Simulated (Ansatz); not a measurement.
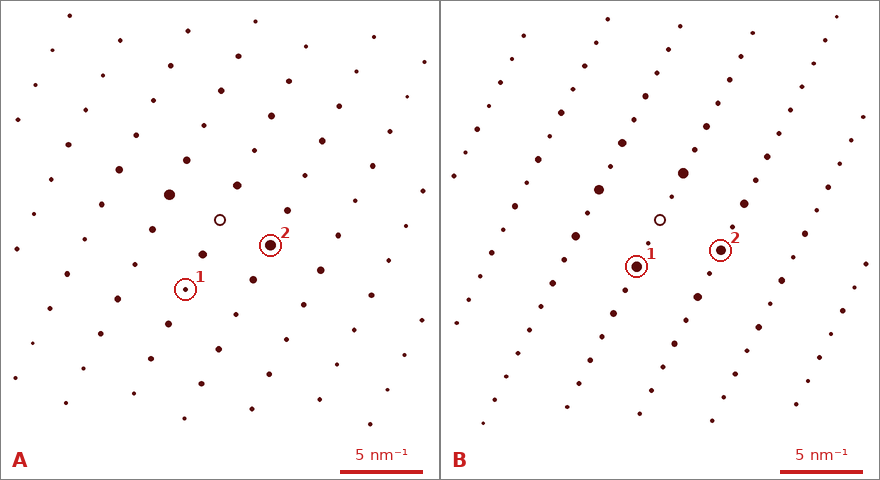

Kinematic electron diffraction patterns (200 kV, B = 0.5 Å², same scale) along [1-10] of the run's own cell, for the start and the end of one relaxation of Si2Bi with DFT PBE, scalar-relativistic, plane waves, PAW (Ansatz 0.2.0). k mesh 16×16×16. The start is a generated model structure, and the relaxation ends in the nearest stationary point of its symmetry, not necessarily the ground state. Spot 1 is -2 -2 2 and spot 2 is 0 0 -1 in both.

Start structure:

```
Si Bi
1.0
    -2.04434    2.04434    4.20698
     2.04434   -2.04434    4.20698
     2.04434    2.04434   -4.20698
Si Bi
2 1
Direct
  0.64442 0.64442 0.00000
  0.35558 0.35558 0.00000
  0.00000 0.00000 0.00000
```

**Which pattern belongs to the start structure, and which to the relaxed one?**

A is the start: its cell gives d(1) = 2.103 Å, d(2) = 2.891 Å and an angle of 90.0°. B is the relaxed structure, with d(1) = 3.124 Å (+48.5 %), d(2) = 2.396 Å (-17.1 %) and 90.0°.

**Name reflections whose intensity changes strongly on relaxation.**

2 2 -2 goes from 4.2 to 100 % of the strongest spot; 1 1 -1 goes from 33 to 2.2 % of the strongest spot; 2 2 -3 goes from 3.5 to 40 % of the strongest spot.

**Summarise the relaxation behind the change.**

The volume changed by +2.0 % to 23.90 Å³ an atom; with the mean shift removed, the atoms moved by up to 1.57 Å relative to the cell (Si most); the space group stayed I4/mmm (No. 139); the free energy fell by 360 meV an atom. Relaxed cell: a = 6.692 Å, b = 6.692 Å, c = 6.692 Å, α = 150.67°, β = 150.67°, γ = 41.95°.
